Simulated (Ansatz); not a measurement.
**C2H6O (dimethyl ether): a chain of runs**

Aim: a series of 18 runs (HF/STO-3G, UHF/STO-3G, HF/3-21G, UHF/3-21G, HF/6-31G*, UHF/6-31G*, B3LYP/6-31G*, PBE/def2-SVP, and more) of C2H6O. 

The results are computed with Ansatz 0.2.0.

### 1 The molecule

C2H6O: 9 atoms, total charge 0, spin state singlet. SMILES: `COC`. The shape is that of a PBE0-D4/def2-TZVP optimisation. The run starts from this shape.

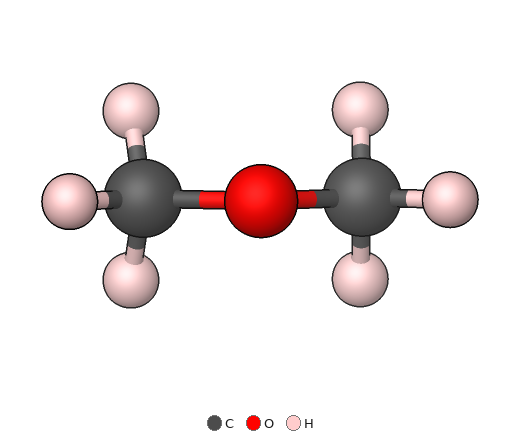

Viewed from a chosen angle; carbon dark grey, oxygen red, hydrogen pink.

### 2 A structure relaxation at HF/STO-3G (run 1)

run.yaml

```yaml
crystal:
  periodic: [false, false, false]
  atoms:
    - {symbol: C, position_ang: [-0.413190, 0.872670, -0.645330]}
    - {symbol: O, position_ang: [0.563380, -0.127830, -0.595980]}
    - {symbol: C, position_ang: [0.479050, -0.887610, 0.575660]}
    - {symbol: H, position_ang: [-1.427650, 0.449000, -0.618190]}
    - {symbol: H, position_ang: [-0.283130, 1.417120, -1.580990]}
    - {symbol: H, position_ang: [-0.312930, 1.577090, 0.193180]}
    - {symbol: H, position_ang: [-0.493490, -1.394000, 0.659910]}
    - {symbol: H, position_ang: [1.266920, -1.640470, 0.540090]}
    - {symbol: H, position_ang: [0.621040, -0.265980, 1.471640]}
basis:
  gaussian:
    orbitals: STO-3G
output: {orbitals: {seedname: orbitals}}
hamiltonian:
  xc: hf
relax:
  f_tol: 0.002
```

Launch:

```
ansatz run run.yaml --threads 1 --pin off --max-ram 3480MiB --events-out events.jsonl --progress --plain --runs-dir runs
```

Standard output:

```text
Warning: RAYON_NUM_THREADS=1 ignored (pool sized by the plan → 1); use --threads N
The last accepted step is kept in runs//last_step.txt (removed where the run ends without a failure and the disk answers)
[... 43 lines left out ...]
Total energy: -4139.77357458 eV, -152.1338728267 hartree
[... 9 lines left out ...]
Dipole moment:    -0.188347     0.042749     0.199265 e Å
```

Wall time 2.1 s (1 thread of Intel Xeon Platinum 8223CL at 3.00GHz (Skylake/Cascade Lake), shared host); peak memory 0.1 GiB.

Step by step:

```csv
step,energy from the first frame kept (eV),largest force (eV/Å)
1,0.0000,2.2709
2,-0.0599,0.5434
3,-0.0653,0.0619
4,-0.0654,0.0032
5,-0.0654,0.0012
```

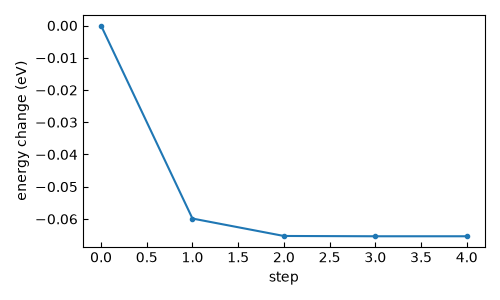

Energy along the run.

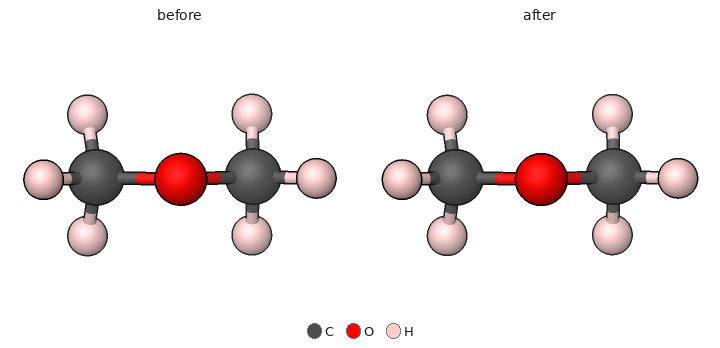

Before and after, at one scale.

After the run. Bond lengths: C1–O2 1.434 Å, O2–C3 1.434 Å, C1–H4 1.095 Å, C1–H5 1.091 Å, C1–H6 1.095 Å, C3–H7 1.095 Å, C3–H8 1.091 Å, C3–H9 1.095 Å. Some angles: C1–O2–C3 109.5°, O2–C1–H4 112.0°, O2–C1–H5 107.4°, O2–C1–H6 112.0°, O2–C3–H7 112.0°, O2–C3–H8 107.4°, O2–C3–H9 112.0°, H4–C1–H5 108.5°, H4–C1–H6 108.2°, H5–C1–H6 108.5°.

### 3 Vibrational wavenumbers at HF/STO-3G (run 2)

job.yaml

```yaml
basis:
  gaussian: {orbitals: STO-3G}
crystal:
  periodic: [false, false, false]
  atoms:
    - symbol: C
      position_ang: [-0.419150, 0.880910, -0.648652]
    - symbol: O
      position_ang: [0.592623, -0.134508, -0.626976]
    - symbol: C
      position_ang: [0.481028, -0.894957, 0.583186]
    - symbol: H
      position_ang: [-1.428045, 0.456573, -0.619564]
    - symbol: H
      position_ang: [-0.303892, 1.437423, -1.580468]
    - symbol: H
      position_ang: [-0.318366, 1.579512, 0.188353]
    - symbol: H
      position_ang: [-0.488836, -1.396300, 0.665637]
    - symbol: H
      position_ang: [1.263845, -1.655309, 0.564867]
    - symbol: H
      position_ang: [0.620794, -0.273353, 1.473608]
hamiltonian: {xc: hf}
phonons: {temperatures: {t_min: 298.15, t_max: 298.15, t_step: 1}}
```

Launch:

```
ansatz run job.yaml --threads 1 --pin off --max-ram 3480MiB --events-out events.jsonl --progress --plain --runs-dir runs
```

Standard output:

```text
Warning: RAYON_NUM_THREADS=1 ignored (pool sized by the plan → 1); use --threads N
[... 159 lines left out ...]
Total energy: -4139.77357372 eV, -152.1338727951 hartree
[... 9 lines left out ...]
Dipole moment:    -0.188348     0.042750     0.199266 e Å
Vibrations: 221.83 274.86 499.00 1117.69 1277.57 1301.02 1325.88 1436.23 1466.00 1739.63 1779.51 1805.79 1807.99 1823.65 1827.98 3515.99 3516.13 3679.89 3681.34 3716.36 3718.54 cm⁻¹, zero-point energy 2.574710 eV
```

Wall time 7.8 s (1 thread of Intel Xeon Platinum 8223CL at 3.00GHz (Skylake/Cascade Lake), shared host); peak memory 0.087 GiB.

Runs 3 to 8 aren't shown in full; the table further down has their settings and results.

### 4 A structure relaxation at HF/6-31G(d) (Cartesian functions) (run 9)

input.yaml

```yaml
crystal:
  periodic: [false, false, false]
  atoms:
    - {symbol: C, position_ang: [-0.413190, 0.872670, -0.645330]}
    - {symbol: O, position_ang: [0.563380, -0.127830, -0.595980]}
    - {symbol: C, position_ang: [0.479050, -0.887610, 0.575660]}
    - {symbol: H, position_ang: [-1.427650, 0.449000, -0.618190]}
    - {symbol: H, position_ang: [-0.283130, 1.417120, -1.580990]}
    - {symbol: H, position_ang: [-0.312930, 1.577090, 0.193180]}
    - {symbol: H, position_ang: [-0.493490, -1.394000, 0.659910]}
    - {symbol: H, position_ang: [1.266920, -1.640470, 0.540090]}
    - {symbol: H, position_ang: [0.621040, -0.265980, 1.471640]}
basis:
  gaussian: {orbitals: "6-31G*"}
hamiltonian: {xc: hf}
relax: {f_tol: 0.002}
output: {orbitals: {seedname: orbitals}}
```

Launch:

```
ansatz run input.yaml --threads 1 --pin off --max-ram 3480MiB --events-out events.jsonl --progress --plain --runs-dir runs
```

Standard output:

```text
Warning: RAYON_NUM_THREADS=1 ignored (pool sized by the plan → 1); use --threads N
[... 1 set-up line as earlier in the session ...]
[... 43 lines left out ...]
Total energy: -4192.31525318 eV, -154.0647439012 hartree
[... 9 lines left out ...]
Dipole moment:    -0.208718     0.047372     0.220815 e Å
```

Wall time 4.8 s (1 thread of Intel Xeon Platinum 8223CL at 3.00GHz (Skylake/Cascade Lake), shared host); peak memory 0.12 GiB.

Step by step:

```csv
step,energy from the first frame kept (eV),largest force (eV/Å)
1,0.0000,0.6068
2,-0.0161,0.1651
3,-0.0173,0.0225
4,-0.0173,0.0062
5,-0.0173,0.0009
```

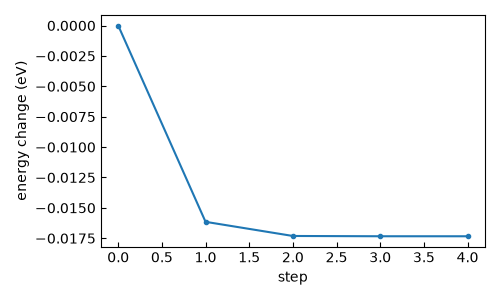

Energy along the run.

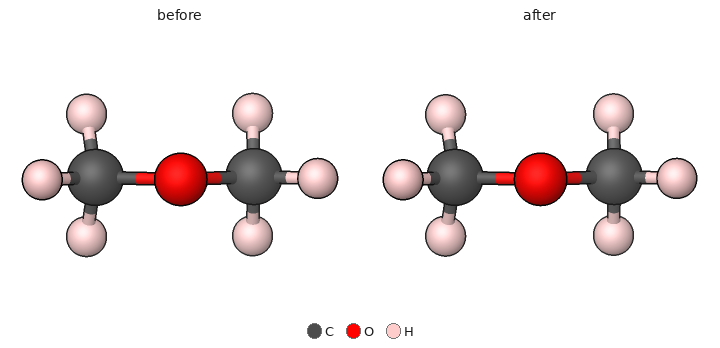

Before and after, at one scale.

After the run. Bond lengths: C1–O2 1.391 Å, O2–C3 1.391 Å, C1–H4 1.089 Å, C1–H5 1.081 Å, C1–H6 1.089 Å, C3–H7 1.089 Å, C3–H8 1.081 Å, C3–H9 1.089 Å. Some angles: C1–O2–C3 113.8°, O2–C1–H4 111.5°, O2–C1–H5 107.6°, O2–C1–H6 111.5°, O2–C3–H7 111.5°, O2–C3–H8 107.6°, O2–C3–H9 111.5°, H4–C1–H5 108.9°, H4–C1–H6 108.4°, H5–C1–H6 108.9°.

Runs 10 to 17 aren't shown in full; the table further down has their settings and results.

### 5 Vibrational wavenumbers at MP2/6-31G(d) (Cartesian functions) (run 18)

job.yaml

```yaml
crystal:
  periodic: [false, false, false]
  atoms:
    - symbol: C
      position_ang: [-0.418601, 0.878345, -0.645849]
    - symbol: O
      position_ang: [0.573921, -0.130264, -0.607192]
    - symbol: C
      position_ang: [0.478787, -0.892007, 0.582171]
    - symbol: H
      position_ang: [-1.430113, 0.448723, -0.617729]
    - symbol: H
      position_ang: [-0.283992, 1.419600, -1.583001]
    - symbol: H
      position_ang: [-0.313669, 1.578514, 0.195147]
    - symbol: H
      position_ang: [-0.495619, -1.394831, 0.661053]
    - symbol: H
      position_ang: [1.268474, -1.643052, 0.541446]
    - symbol: H
      position_ang: [0.620811, -0.265037, 1.473944]
basis:
  gaussian: {orbitals: "6-31G*"}
magnetization: {spin_polarized: false, initial_magnetization: 0}
correlation: {method: mp2}
phonons: {temperatures: {t_min: 298.15, t_max: 298.15, t_step: 1}}
```

Launch:

```
ansatz run job.yaml --threads 1 --pin off --max-ram 3480MiB --events-out events.jsonl --progress --plain --runs-dir runs
```

Standard output:

```text
Warning: RAYON_NUM_THREADS=1 ignored (pool sized by the plan → 1); use --threads N
[... 11 lines left out ...]
3 core orbitals not correlated: weight in the atoms' cores, before any rotation towards them, 1.000 or more for the frozen orbitals, at most 0.000 for the correlated occupied ones
[... 73 lines left out ...]
3 core orbitals not correlated: weight in the atoms' cores, before any rotation towards them, 1.000 or more for the frozen orbitals, at most 0.000 for the correlated occupied ones
[... 71 lines left out ...]
3 core orbitals not correlated: weight in the atoms' cores, before any rotation towards them, 1.000 or more for the frozen orbitals, at most 0.000 for the correlated occupied ones
[... 71 lines left out ...]
Dipole moment:    -0.203058     0.046088     0.214829 e Å
[... 1 line left out ...]
Checks for a lower state left out: cluster_reference
```

Wall time 28 s (1 thread of Intel Xeon Platinum 8223CL at 3.00GHz (Skylake/Cascade Lake), shared host); peak memory 0.13 GiB.

### 6 All runs side by side

| run | level | task | walk f tol | partner | energy (Eh) | dipole moment (D) | wall time |
| --- | --- | --- | --- | --- | --- | --- | --- |
| 1 | HF/STO-3G | optimise | 0.002 | base | -152.133873 | 1.33 | 2.1 s |
| 2 | HF/STO-3G | frequencies | – | base | -152.133873 | 1.33 | 7.8 s |
| 3 | UHF/STO-3G | energy | – | cation | -151.894615 | – | 0.16 s |
| 4 | UHF/STO-3G | optimise | – | cation | -151.908095 | – | 2.7 s |
| 5 | HF/3-21G | optimise | 0.002 | base | -153.213193 | 1.85 | 2.6 s |
| 6 | HF/3-21G | frequencies | – | base | -153.213191 | 1.85 | 4.5 s |
| 7 | UHF/3-21G | energy | – | cation | -152.899509 | – | 0.32 s |
| 8 | UHF/3-21G | optimise | – | cation | -152.912921 | – | 2.6 s |
| 9 | HF/6-31G* (Cartesian functions) | optimise | 0.002 | base | -154.064744 | 1.48 | 4.8 s |
| 10 | HF/6-31G* (Cartesian functions) | frequencies | – | base | -154.064744 | 1.48 | 35 s |
| 11 | UHF/6-31G* (Cartesian functions) | energy | – | cation | -153.739069 | – | 0.66 s |
| 12 | UHF/6-31G* (Cartesian functions) | optimise | – | cation | -153.748541 | – | 6.9 s |
| 13 | B3LYP/6-31G* (Cartesian functions) | optimise | 0.002 | base | -155.025053 | 1.27 | 11 s |
| 14 | B3LYP/6-31G* (Cartesian functions) | frequencies | – | base | -155.025053 | 1.27 | 33 s |
| 15 | PBE/def2-SVP | optimise | 0.002 | base | -154.707953 | 1.13 | 8.1 s |
| 16 | PBE/def2-SVP | frequencies | – | base | -154.707953 | 1.13 | 24 s |
| 17 | MP2/6-31G* (Cartesian functions) | optimise | 0.002 | base | -154.503451 | 1.44 | 6.6 s |
| 18 | MP2/6-31G* (Cartesian functions) | frequencies | – | base | -154.503451 | 1.44 | 28 s |

### 7 Summary of results

| quantity | value |
| --- | --- |
| run 18, MP2/6-31G*: total energy | -154.50345 Eh |
| run 18, MP2/6-31G*: dipole moment (correlated density) | 1.44 D |
| run 18, MP2/6-31G*: correlation energy (3 core orbitals frozen) | -440.2 mEh |
| run 18, MP2/6-31G*: largest force on an atom | 0.001 eV/Å |
| run 18, MP2/6-31G*: lowest harmonic wavenumber | 221 cm⁻¹ |
| run 18, MP2/6-31G*: highest harmonic wavenumber | 3217 cm⁻¹ |
| run 18, MP2/6-31G*: zero-point energy | 215.8 kJ/mol |
| vertical ionisation energy (to the doublet cation), HF/STO-3G | 6.511 eV |
| vertical ionisation energy (to the doublet cation), HF/3-21G | 8.536 eV |
| vertical ionisation energy (to the doublet cation), HF/6-31G* | 8.862 eV |
| adiabatic ionisation energy (to the doublet cation, no zero-point term), HF/STO-3G | 6.144 eV |
| adiabatic ionisation energy (to the doublet cation, no zero-point term), HF/3-21G | 8.171 eV |
| adiabatic ionisation energy (to the doublet cation, no zero-point term), HF/6-31G* | 8.604 eV |

At HF/STO-3G: the vertical ionisation energy comes to 6.51 eV (150 kcal/mol). In a minimal basis such a difference can be off by several eV, whatever the method. At HF/3-21G: removing an electron at fixed nuclei costs 8.54 eV (197 kcal/mol). At HF/6-31G*: the vertical ionisation energy comes to 8.86 eV (204 kcal/mol). At HF/STO-3G: the adiabatic ionisation energy (to the doublet cation, no zero-point term) is 6.14 eV (593 kJ/mol). At HF/3-21G: the adiabatic ionisation energy (to the doublet cation, no zero-point term) is 8.17 eV (188 kcal/mol). Totals of different functionals can't be ranked against each other. In runs 1, 2, 3, 4 the basis is minimal, so the values are rough. All runs together took 3 min, the longest 35 s.
